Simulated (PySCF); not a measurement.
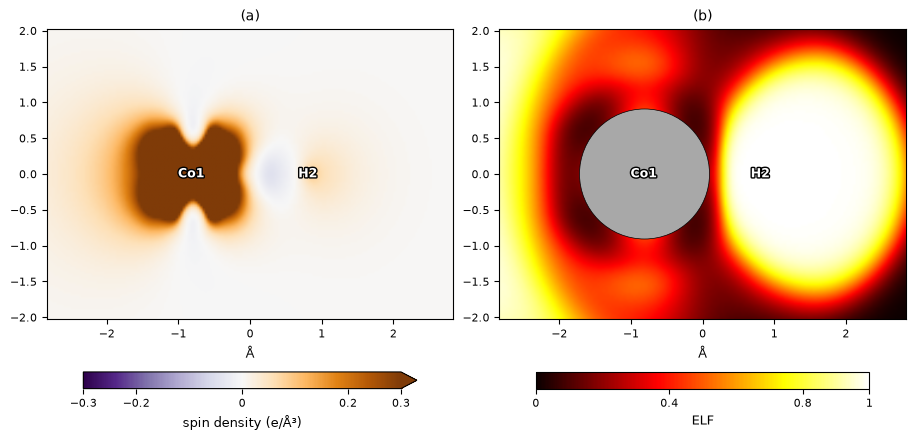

*CoH (charge −1, quartet). (a) spin density; (b) ELF on a plane that holds the molecular axis. Grey discs cover the atomic cores in the ELF map.*

Level of theory: PBE0/def2-TZVPPD, non-relativistic Hamiltonian with scalar-relativistic core potentials where named, at a bond length of 1.622 Å (PySCF).

```tsv
atom	x (Å)	y (Å)	z (Å)
Co	0.0000	0.0000	-0.0273
H	0.0000	0.0000	1.5947
```

### What does the map show?

The section cuts through Co and H sites.
Co–H (1.62 Å): the ELF climbs to about 1 towards the hydrogen.
The unpaired spin (3 electrons) lies mostly on Co1 (about 2.9) and H2 (about 0.1), in electrons by Hirshfeld's partition.
